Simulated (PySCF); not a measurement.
# Si(CCH)2H2 (C$_{4}$H$_{4}$Si): electronic structure

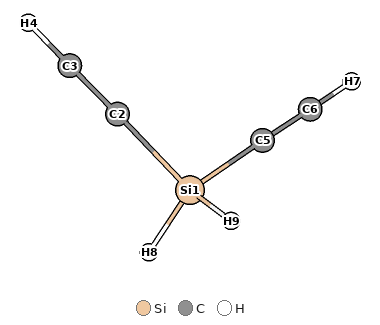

The molecule, with its atoms numbered as below. No frequency check shows the geometry to be a minimum.

Coordinates in Å:

```
Si1      0.0001    0.9049    0.0000
C2       1.4879   -0.1963    0.0002
C3       2.4666   -0.8936    0.0001
H4       3.3169   -1.5138   -0.0007
C5      -1.4879   -0.1962   -0.0003
C6      -2.4667   -0.8936   -0.0000
H7      -3.3169   -1.5137    0.0008
H8       0.0007    1.7186   -1.2224
H9      -0.0007    1.7188    1.2221
```

### 1. Bonding charge

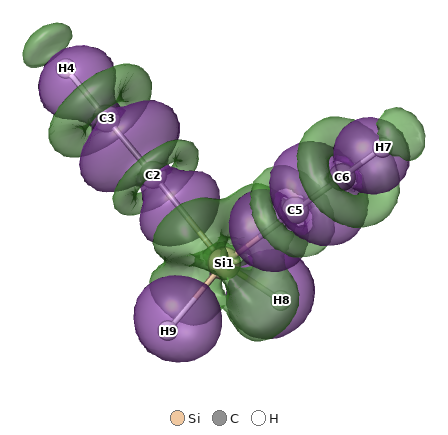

Deformation density (molecule less spherical, spin-averaged free atoms at the same positions), surfaces at ±0.06 e/Å³; purple: gain, green: loss.

Level of theory: r2SCAN/cc-pVTZ (PySCF), at a geometry from GFN2-xTB.

How much density has each bond gained at its critical point, relative to the free atoms?

Answer. C2–C3 and C5–C6: +0.89 e/Å³ at the bond critical point (bond length 1.20 Å, Mayer order 2.6). C3–H4 and C6–H7: +0.83 e/Å³ at the bond critical point (bond length 1.05 Å, Mayer order 0.9). Si1–H9 and Si1–H8: +0.22 e/Å³ at the bond critical point (bond length 1.47 Å, Mayer order 0.9). Si1–C2 and Si1–C5: +0.13 e/Å³ at the bond critical point (bond length 1.85 Å, Mayer order 1.1). In all, 2.3 electrons gather in the regions of gain relative to the promolecule. A small or negative value marks a very polar bond, one between electron-rich atoms, whose free-atom densities already overlap strongly, a long bond to a heavier atom, or a closed-shell contact such as a hydrogen bond.

Where do the Hirshfeld charges lie?

Answer. The highest Hirshfeld charge is on Si1 (+0.38 e), the lowest on C2 and C5 (−0.15 e).

### 2. Bond critical points

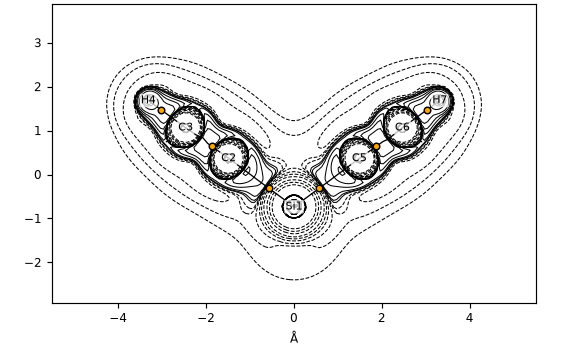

Negative Laplacian of the density (−∇²ρ) in the plane of Si1, C2, C3, H4, C5, C6 and H7 (solid lines positive, dashed lines negative, contours at ±0.02 to ±8 a.u.), with bond paths and bond critical points (dots).

Sort the bonds in the plane by the sign of ∇²ρ at their critical points.

Answer. Concentrated (∇²ρ < 0): C2–C3 and C5–C6 (−1.27 a.u.); C3–H4 and C6–H7 (−1.31 a.u.). Depleted (∇²ρ > 0): Si1–C2 and Si1–C5 (+0.31 a.u., H = −0.062). A positive Laplacian with clearly negative H marks a strongly polar covalent bond, whose critical point lies close to the core of the less electronegative atom.

Where along C3–H4 does the critical point lie?

Answer. 0.69 Å from C3 and 0.36 Å from H4.

### 3. Local ionisation energy

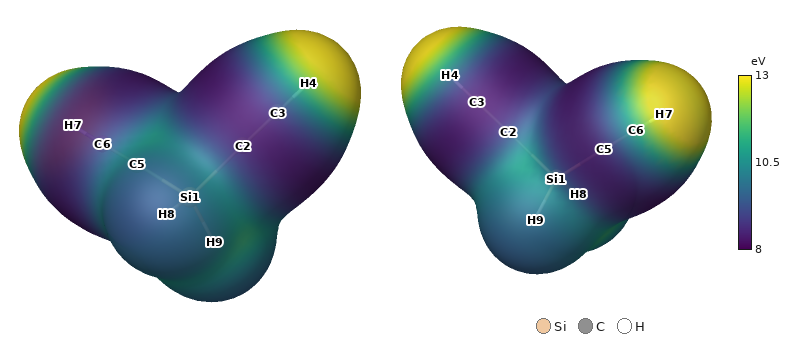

Average local ionisation energy on the surface of electron density 0.001 a.u. (back view left, front view right).

Where are the most loosely bound electrons on this surface?

Answer. The lowest value is 8.3 eV, off the C5–C6 bond (2.1 to 2.2 Å from its atoms), and at like points elsewhere. For comparison, the highest occupied orbital lies at −7.3 eV.

### 4. Localised orbitals

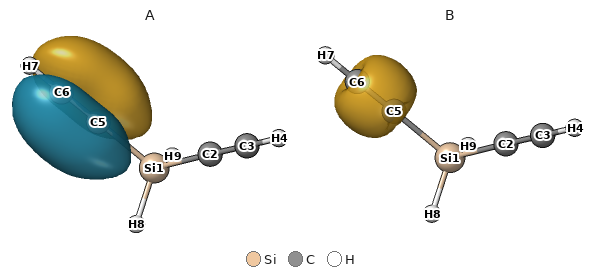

Intrinsic bond orbitals (IBO), occupied; each surface holds about 85 % of the orbital's density. Energies are diagonal elements of the Fock matrix.

Computed with PySCF, PBE/def2-SVPD, geometry: GFN2-xTB.

Name the orbitals, with their atomic make-up and energies.

Answer. By panel:
- A: π bond C5–C6 (C5 50 %, C6 49 %; −7.3 eV)
- B: σ bond C6–C5 (C6 50 %, C5 49 %; −17.6 eV)
